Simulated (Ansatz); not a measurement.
# GaP (quintet): wave-function methods side by side, aug-cc-pVTZ

Aim: climb from Hartree-Fock through coupled cluster for GaP (quintet) at one geometry and basis, and see what each rung misses.

Method: aug-cc-pVTZ, core rule «outside noble gas», up to 19 orbitals frozen; program: Ansatz 0.2.0, Gaussian basis.

To be run: UHF; CCSD(T) on ROHF; CCSD(T) on UHF; BCCD(T) on ROHF; CCSDT(Q) on ROHF; CCSDT(Q) on UHF.

11 further runs of the same task are left out: 6 for a known fault of the program, 5 set aside as unsound or not needed. Runs told in other sessions of the task aren't counted.

## 1. The geometry

The geometry is a PBE0/def2-TZVPD stationary point (not a proven minimum) of the parent state, kept for this charge and spin. No spin-orbit coupling is included. The filled d shell of Ga may be among the frozen orbitals whatever the setting's name suggests.

2 atoms, charge 0, spin multiplicity 5.

Atoms are counted from 1 here; the program's logs count them from 0.

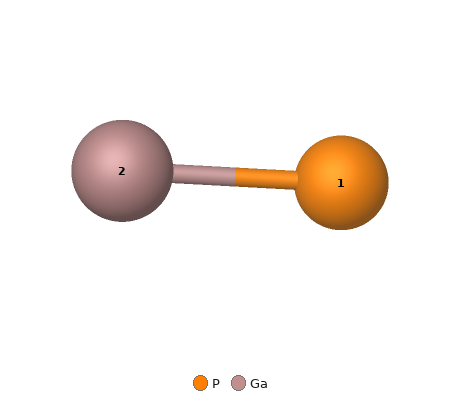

The structure; phosphorus orange, gallium pink; atoms are numbered from 1 in the order of the file.

In the tables R marks a restricted open-shell determinant and U an unrestricted one; energies count from the table's Hartree-Fock row.

## 2. UHF

in.yaml

```yaml
crystal:
  periodic: [false, false, false]
  atoms:
    - {symbol: P, position_ang: [0.000000, 0.000000, 0.000000]}
    - {symbol: Ga, position_ang: [0.000000, 0.000000, 2.354100]}
basis:
  gaussian: {orbitals: aug-cc-pVTZ}
magnetization: {spin_polarized: true, initial_magnetization: 4}
hamiltonian: {xc: hf}
output: {orbitals: {seedname: orbitals}}
```

Command:

```sh
> ansatz run in.yaml --threads 1 --pin off --events-out ev --progress --plain --max-ram 4096MiB --backend cpu
```

The program printed:

```text
Functional definition: HF
  name "HF"
  cite "Fock, Z. Phys. 61, 126 (1930) doi:10.1007/BF01340294"
  parent pbe
  exchange = exact_x
  correlation = 0
968 factors; their error is unknown
mean field evaluation 1: about -61603.6668 eV, gradient 5.1e0 eV
mean field evaluation 2: about -61604.0769 eV, gradient 2.4e0 eV
mean field evaluation 4: about -61604.2659 eV, gradient 7.7e-1 eV
mean field evaluation 8: about -61604.3203 eV, gradient 1.3e-1 eV
mean field evaluation 16: about -61604.8167 eV, gradient 5.2e0 eV
mean field -61605.47140296 eV, -2263.9593163703 hartree, gradient 1.6e-5 eV, S^2 6.029880; 0 other end points of the search recorded, 0 dependent functions left out
reference -61605.47140296 eV, -2263.9593163703 hartree; 25, 21 occupied and 84, 88 virtual orbitals, 968 factors
Total energy: -61605.47140296 eV, -2263.9593163703 hartree
```

Run time: 2.1 s. Hardware: 1 thread of AMD EPYC 7R13, shared host; peak memory 0.25 GiB.

From the report: ⟨S²⟩ of the determinant 6.030 (pure quintet: 6.00).

## 3. CCSD(T) on ROHF

in.yaml

```yaml
crystal:
  periodic: [false, false, false]
  atoms:
    - {symbol: P, position_ang: [0.000000, 0.000000, 0.000000]}
    - {symbol: Ga, position_ang: [0.000000, 0.000000, 2.354100]}
basis:
  gaussian: {orbitals: aug-cc-pVTZ}
magnetization: {spin_polarized: false, initial_magnetization: 4}
correlation: {method: ccsd_t, electrons: outside_noble_gas}
```

Command:

```sh
> ansatz run in.yaml --threads 2 --pin off --events-out ev --progress --plain --max-ram 24576MiB --backend cuda --devices 0, --max-vram 18GiB
```

The program printed (excerpt; [...] marks lines left out):

```text
Functional definition: HF
  name "HF"
  cite "Fock, Z. Phys. 61, 126 (1930) doi:10.1007/BF01340294"
  parent pbe
[...]
672 factors; integrals over basis functions are off by at most 9.9e-4 eV
[...]
mean field -61605.25124786 eV, -2263.9512258196 hartree, gradient 3.9e-6 eV, S^2 6.000000; 7 other end points of the search recorded, 0 dependent functions left out
determinant -61605.25124786 eV, -2263.9512258196 hartree, with singles and doubles -61609.80602199 eV, -2264.1186106817 hartree
determinant -61602.57599583 eV, -2263.8529121209 hartree, with singles and doubles -61607.13198656 eV, -2264.0203416923 hartree
determinant -61602.56548865 eV, -2263.8525259895 hartree, with singles and doubles -61606.93419215 eV, -2264.0130728816 hartree
determinant -61602.22169842 eV, -2263.8398919314 hartree, with singles and doubles -61606.59979244 eV, -2264.0007839190 hartree
19 core orbitals not correlated: weight in the atoms' cores, before any rotation towards them, 0.998 or more for the frozen orbitals, at most 0.002 for the correlated occupied ones
reference -61605.25124786 eV, -2263.9512258196 hartree; 6, 2 occupied and 84, 88 virtual orbitals, 672 factors
second order -3.69337226 eV of doubles, -0.11557909 eV of singles
cycle   1  -4.49034584 eV  change   -2.8e-1 eV  update   2.2e-2
[...]
cycle  10  -4.50709152 eV  change   -6.4e-7 eV  update   4.9e-6
perturbative correction -0.22776777 eV, -0.0083703111 hartree
Total energy: -61609.98610715 eV, -2264.1252286892 hartree
```

It took 7 s on 1 × H100 (card shared with other runs) with 2 threads of AMD EPYC 7R13, shared host; peak host memory 0.84 GiB.

From the report: correlation -4.7349 eV; T1 0.033; largest double amplitude 0.04.

## 4. CCSD(T) on UHF

in.yaml, as its differences from that of step 3:

```diff
@@ -7,3 +7,3 @@
   gaussian: {orbitals: aug-cc-pVTZ}
-magnetization: {spin_polarized: false, initial_magnetization: 4}
+magnetization: {spin_polarized: true, initial_magnetization: 4}
 correlation: {method: ccsd_t, electrons: outside_noble_gas}
```

The command is unchanged.

The program printed (excerpt; [...] marks lines left out):

```text
Functional definition: HF
  name "HF"
  cite "Fock, Z. Phys. 61, 126 (1930) doi:10.1007/BF01340294"
  parent pbe
[...]
672 factors; integrals over basis functions are off by at most 9.9e-4 eV
[...]
mean field -61605.47235349 eV, -2263.9593513016 hartree, gradient 3.1e-6 eV, S^2 6.029880; 6 other end points of the search recorded, 0 dependent functions left out
determinant -61605.47235349 eV, -2263.9593513016 hartree, with singles and doubles -61609.81495443 eV, -2264.1189389427 hartree
determinant -61602.94919487 eV, -2263.8666269327 hartree, with singles and doubles -61607.46734253 eV, -2264.0326657966 hartree
determinant -61602.76979832 eV, -2263.8600342312 hartree, with singles and doubles -61606.95308004 eV, -2264.0137669990 hartree
determinant -61602.44218001 eV, -2263.8479944803 hartree, with singles and doubles -61606.62733965 eV, -2264.0017962602 hartree
19 core orbitals not correlated: weight in the atoms' cores, before any rotation towards them, 0.998 or more for the frozen orbitals, at most 0.003 for the correlated occupied ones
reference -61605.47235349 eV, -2263.9593513016 hartree; 6, 2 occupied and 84, 88 virtual orbitals, 672 factors
second order -3.55859544 eV of doubles, -0.00000000 eV of singles
cycle   1  -4.29143476 eV  change   -2.8e-1 eV  update   2.2e-2
[...]
cycle  10  -4.30843928 eV  change   -1.0e-6 eV  update   6.1e-6
perturbative correction -0.21754917 eV, -0.0079947846 hartree
Total energy: -61609.99834194 eV, -2264.1256783095 hartree
```

It took 10 s on 1 × H100 (card shared with other runs) with 2 threads of AMD EPYC 7R13, shared host; peak host memory 0.84 GiB.

From the report: ⟨S²⟩ of the determinant 6.030 (pure quintet: 6.00); correlation -4.5260 eV; T1 0.027; largest double amplitude 0.04.

## 5. BCCD(T) on ROHF

in.yaml

```yaml
crystal:
  periodic: [false, false, false]
  atoms:
    - {symbol: P, position_ang: [0.000000, 0.000000, 0.000000]}
    - {symbol: Ga, position_ang: [0.000000, 0.000000, 2.354100]}
basis:
  gaussian: {orbitals: aug-cc-pVTZ}
magnetization: {spin_polarized: false, initial_magnetization: 4}
correlation: {method: bccd_t, electrons: outside_noble_gas}
```

Same command.

The program printed (excerpt; [...] marks lines left out):

```text
Functional definition: HF
  name "HF"
  cite "Fock, Z. Phys. 61, 126 (1930) doi:10.1007/BF01340294"
  parent pbe
[...]
672 factors; integrals over basis functions are off by at most 9.9e-4 eV
[...]
mean field -61605.25124786 eV, -2263.9512258196 hartree, gradient 3.9e-6 eV, S^2 6.000000; 7 other end points of the search recorded, 0 dependent functions left out
determinant -61605.25124786 eV, -2263.9512258196 hartree, with singles and doubles -61609.80602199 eV, -2264.1186106817 hartree
determinant -61602.57599583 eV, -2263.8529121209 hartree, with singles and doubles -61607.13198656 eV, -2264.0203416923 hartree
determinant -61602.56548865 eV, -2263.8525259895 hartree, with singles and doubles -61606.93419215 eV, -2264.0130728816 hartree
determinant -61602.22169842 eV, -2263.8398919314 hartree, with singles and doubles -61606.59979244 eV, -2264.0007839190 hartree
19 core orbitals not correlated: weight in the atoms' cores, before any rotation towards them, 0.998 or more for the frozen orbitals, at most 0.002 for the correlated occupied ones
reference -61605.25124786 eV, -2263.9512258196 hartree; 6, 2 occupied and 84, 88 virtual orbitals, 672 factors
second order -3.69337226 eV of doubles, -0.11557909 eV of singles
cycle   1  -4.50091551 eV  change   -2.9e-1 eV  update   2.4e-2
[...]
cycle  10  -4.51230698 eV  change    1.4e-7 eV  update   8.8e-6
perturbative correction -0.22234092 eV, -0.0081708781 hartree
Total energy: -61609.98589575 eV, -2264.1252209206 hartree
```

Wall time 18 s (1 × H100 (card shared with other runs) with 2 threads of AMD EPYC 7R13, shared host); peak host memory 0.84 GiB.

From the report: correlation -4.7346 eV; largest double amplitude 0.04.

## 6. CCSDT(Q) on ROHF

in.yaml, as its differences from that of step 5:

```diff
@@ -8,2 +8,2 @@
 magnetization: {spin_polarized: false, initial_magnetization: 4}
-correlation: {method: bccd_t, electrons: outside_noble_gas}
+correlation: {method: ccsdt_q, electrons: outside_noble_gas}
```

Same command.

The program printed (excerpt; [...] marks lines left out):

```text
Functional definition: HF
  name "HF"
  cite "Fock, Z. Phys. 61, 126 (1930) doi:10.1007/BF01340294"
  parent pbe
[...]
1192 factors; integrals over basis functions are off by at most 1.3e-7 eV
[...]
mean field -61605.25125778 eV, -2263.9512261843 hartree, gradient 3.7e-6 eV, S^2 6.000000; 6 other end points of the search recorded, 0 dependent functions left out
determinant -61605.25125778 eV, -2263.9512261843 hartree, with singles and doubles -61609.80656683 eV, -2264.1186307043 hartree
determinant -61602.80565394 eV, -2263.8613519007 hartree, with singles and doubles -61607.50448564 eV, -2264.0340307809 hartree
determinant -61602.56549955 eV, -2263.8525263898 hartree, with singles and doubles -61606.93318454 eV, -2264.0130358527 hartree
determinant -61602.22170964 eV, -2263.8398923437 hartree, with singles and doubles -61606.60024719 eV, -2264.0008006309 hartree
19 core orbitals not correlated: weight in the atoms' cores, before any rotation towards them, 0.998 or more for the frozen orbitals, at most 0.002 for the correlated occupied ones
reference -61605.25125778 eV, -2263.9512261843 hartree; 6, 2 occupied and 84, 88 virtual orbitals, 1192 factors
second order -3.69337937 eV of doubles, -0.11557917 eV of singles
cycle   1  -4.29429172 eV  change   -4.8e-1 eV  update   7.8e-2
[...]
cycle  17  -4.77145407 eV  change   -4.2e-7 eV  update   4.4e-7
perturbative correction -0.01258531 eV, -0.0004625015 hartree
Total energy: -61610.03529716 eV, -2264.1270363888 hartree
```

It took 20 s on 1 × H100 (card shared with other runs) with 2 threads of AMD EPYC 7R13, shared host; peak host memory 1 GiB.

From the report: correlation -4.7840 eV; T1 0.036; largest double amplitude 0.05.

## 7. CCSDT(Q) on UHF

in.yaml, as its differences from that of step 6:

```diff
@@ -7,3 +7,3 @@
   gaussian: {orbitals: aug-cc-pVTZ}
-magnetization: {spin_polarized: false, initial_magnetization: 4}
+magnetization: {spin_polarized: true, initial_magnetization: 4}
 correlation: {method: ccsdt_q, electrons: outside_noble_gas}
```

Launched as before.

The program printed (excerpt; [...] marks lines left out):

```text
Functional definition: HF
  name "HF"
  cite "Fock, Z. Phys. 61, 126 (1930) doi:10.1007/BF01340294"
  parent pbe
[...]
1192 factors; integrals over basis functions are off by at most 1.3e-7 eV
[...]
mean field -61605.47236363 eV, -2263.9593516744 hartree, gradient 3.4e-6 eV, S^2 6.029880; 4 other end points of the search recorded, 0 dependent functions left out
determinant -61605.47236363 eV, -2263.9593516744 hartree, with singles and doubles -61609.81431071 eV, -2264.1189152865 hartree
determinant -61602.94920613 eV, -2263.8666273464 hartree, with singles and doubles -61607.46712698 eV, -2264.0326578756 hartree
determinant -61602.76980945 eV, -2263.8600346403 hartree, with singles and doubles -61606.95232407 eV, -2264.0137392175 hartree
19 core orbitals not correlated: weight in the atoms' cores, before any rotation towards them, 0.998 or more for the frozen orbitals, at most 0.003 for the correlated occupied ones
reference -61605.47236363 eV, -2263.9593516744 hartree; 6, 2 occupied and 84, 88 virtual orbitals, 1192 factors
second order -3.55860232 eV of doubles, -0.00000000 eV of singles
cycle   1  -4.07045266 eV  change   -5.1e-1 eV  update   8.0e-2
[...]
cycle  17  -4.56529611 eV  change   -4.7e-7 eV  update   5.5e-7
perturbative correction -0.01192959 eV, -0.0004384044 hartree
Total energy: -61610.04958932 eV, -2264.1275616162 hartree
```

It took 14 s on 1 × H100 (card shared with other runs) with 2 threads of AMD EPYC 7R13, shared host; peak host memory 0.96 GiB.

From the report: ⟨S²⟩ of the determinant 6.030 (pure quintet: 6.00); correlation -4.5772 eV; T1 0.030; largest double amplitude 0.05.

## 8. The ladder

The yardstick is UCCSDT(Q), where the cluster series has nearly closed. Rows without a time are mean-field rows or come out of runs for another level: lower rungs of the coupled-cluster runs, or the Hartree-Fock search.

Differences are taken before rounding.

| method | energy from the lowest ROHF (meV) | from UCCSDT(Q) (meV) | time |
| --- | --- | --- | --- |
| ROHF | 0.0 | +4798.3 |  |
| UHF | -221.1 | +4577.2 |  |
| RMP2 | -3809.0 | +989.4 |  |
| UMP2 | -3779.7 | +1018.6 |  |
| RCCSD | -4507.1 | +291.2 |  |
| UCCSD | -4529.5 | +268.8 |  |
| RCCSD(T) | -4734.9 | +63.5 | 7 s |
| UCCSD(T) | -4747.1 | +51.2 | 10 s |
| BCCD(T) | -4734.6 | +63.7 | 18 s |
| RCCSDT | -4771.5 | +26.9 |  |
| UCCSDT | -4786.4 | +11.9 |  |
| RCCSDT(Q) | -4784.0 | +14.3 | 20 s |
| UCCSDT(Q) | -4798.3 | 0 | 14 s |

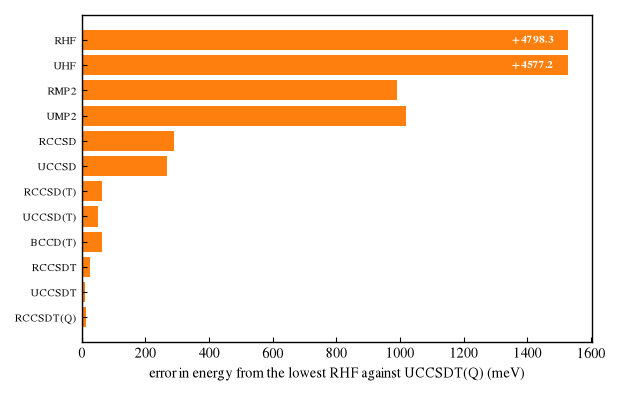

Error of each method against UCCSDT(Q). Bars with a number in them are cut short.

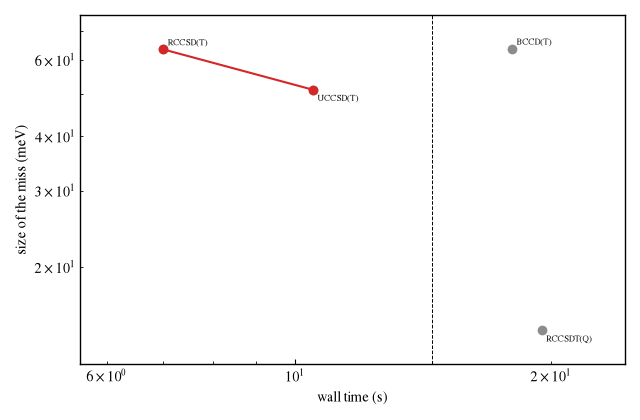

Accuracy for the time spent; red marks the levels that beat every quicker one drawn (of those quicker than the yardstick), and the dashed line is the time of UCCSDT(Q). Times are from a shared host.

## 9. Summary of results

```
                         quantity                      value
    UCCSDT(Q) from the ROHF energy                 -4.7983 eV
              RMP2 from UCCSDT(Q)                 +989.4 meV
              UMP2 from UCCSDT(Q)                +1018.6 meV
             RCCSD from UCCSDT(Q)                 +291.2 meV
          RCCSD(T) from UCCSDT(Q)                  +63.5 meV
          UCCSD(T) from UCCSDT(Q)                  +51.2 meV
         RCCSDT(Q) from UCCSDT(Q)                  +14.3 meV
levels within 1 kcal/mol (43 meV)  RCCSDT, UCCSDT, RCCSDT(Q)
                    T1 diagnostic                      0.033
```

What this shows: RCCSD(T) lands +63.5 meV from the yardstick (1.3 % of the correlation energy). These misses are within one basis, not against nature; the frozen cores of restricted and unrestricted runs differ, which can shift their rows.

UCCSD(T) reaches 51.2 meV from the reference in 10 s, where UCCSDT(Q) took 14 s; the quickest level in the cost chart, RCCSD(T), takes 7 s and misses by 63.5 meV.
